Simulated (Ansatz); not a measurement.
# H$_{2}$NO$_{3}$Tc: what the fields show

Input file:

```
crystal:
  periodic: [false, false, false]
  atoms:
    - {symbol: Tc, position_ang: [0.352294, 0.617247, 0.229089]}
    - {symbol: O, position_ang: [0.341337, 0.625834, 1.925874]}
    - {symbol: O, position_ang: [1.949775, 0.549529, -0.326642]}
    - {symbol: O, position_ang: [-0.490921, 1.974843, -0.330878]}
    - {symbol: N, position_ang: [-0.537169, -0.928023, -0.450561]}
    - {symbol: H, position_ang: [-0.057215, -1.824364, -0.579141]}
    - {symbol: H, position_ang: [-1.558102, -1.015057, -0.467741]}
basis:
  gaussian: {orbitals: def2-TZVP, initial_orbitals: start.molden}
hamiltonian: {xc: pbe0, dispersion: d4}
scf: {omitted_lower_state_checks: [starts]}
output: {forces: true, orbitals: {seedname: orbitals}}
```

Launched as:

```sh
ansatz run in.yaml --threads 4 --pin off --events-out ev --progress --plain --max-ram 3916MiB
```

Geometry: PBE-D4/def2-SVP; core potentials replace the inner electrons of Tc; not at a stationary point (largest force 1.6 eV/Å).

Method: RKS PBE0-D4/def2-TZVP in Ansatz.

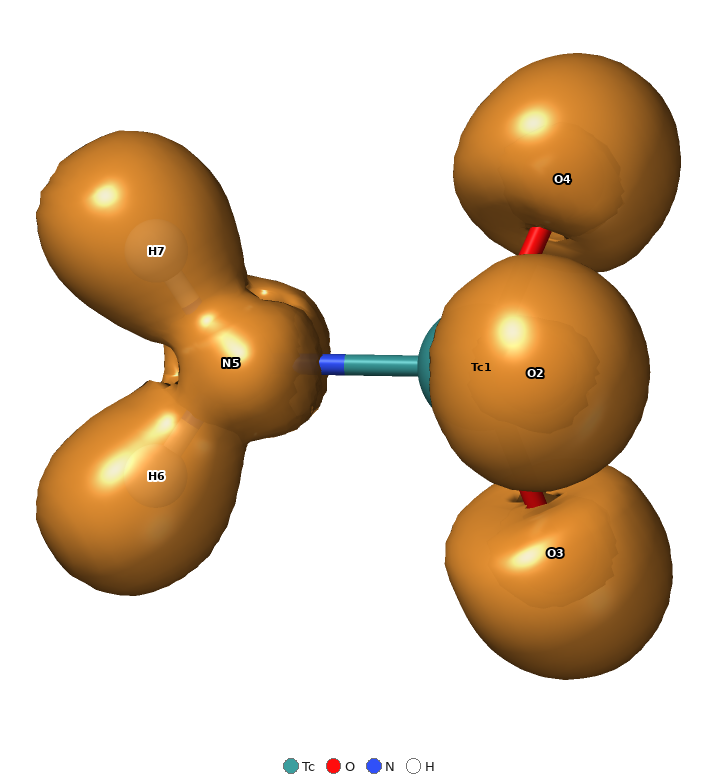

Figure 1. Isosurface of the electron localisation function at 0.75 (orange), seen across its widest extent. Core shells and regions of very low density are left out.

Q: Where are the electrons localised?

A: The ELF exceeds this value in three regions wrapped around O (the valence shell of each) and one joined region spread over several atoms (H, N), in which their bonds and any lone pairs are merged. Profiles from the grid: Tc–O (1.69 Å): the ELF peaks at about 0.75 in the valence shell of O, 0.5 Å from its nucleus, and drops to about 0.40 between the two atoms. Tc–N (1.91 Å): the ELF peaks at about 0.85 in the valence shell of N, 0.6 Å from its nucleus, and is about 0.35 at the midpoint.

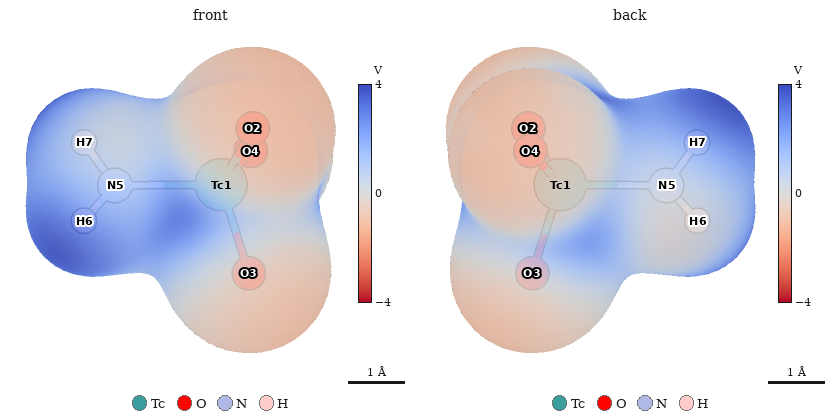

Figure 2. The electrostatic potential painted on the density surface at 0.004 e/bohr³, seen from the front and from behind; red is negative and blue positive.

Q: Which sites attract a positive test charge, and which a negative one?

A: A positive charge is drawn to the negative regions and a negative charge to the positive ones. The most negative region (about −1.1 V) lies over O2, the most positive (about +3.7 V) over H6 and H7. O2 is the likeliest acceptor of a hydrogen bond.

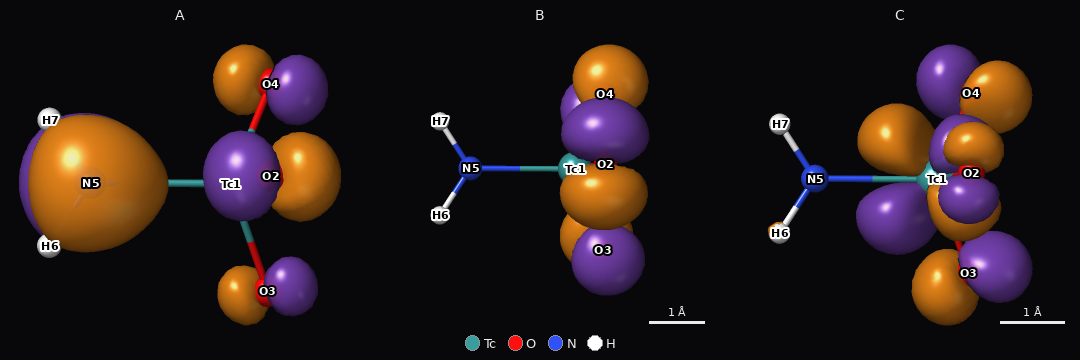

Figure 3. Three frontier orbitals at ±0.15 Å⁻³ᐟ² (orange and purple are the two phases), in no order.

Q: Which picture is the HOMO−1, the HOMO and the LUMO?

A: B is the HOMO−1 (−9.42 eV). By Hirshfeld shares it lies mainly on O2 (about 45 %), O4 (about 25 %) and O3 (about 25 %); largely a combination of lone pairs on O2, O4 and O3. A is the HOMO (−8.81 eV). By Hirshfeld shares it lies mainly on N5 (about 55 %), O2 (about 15 %) and O4 (about 5 %). C is the LUMO (−3.71 eV). It lies mainly on Tc1 (about 50 %), O3 (about 20 %), O4 (about 15 %) and O2 (about 10 %).

Q: What is the HOMO–LUMO gap?

A: 5.10 eV between the orbital energies.
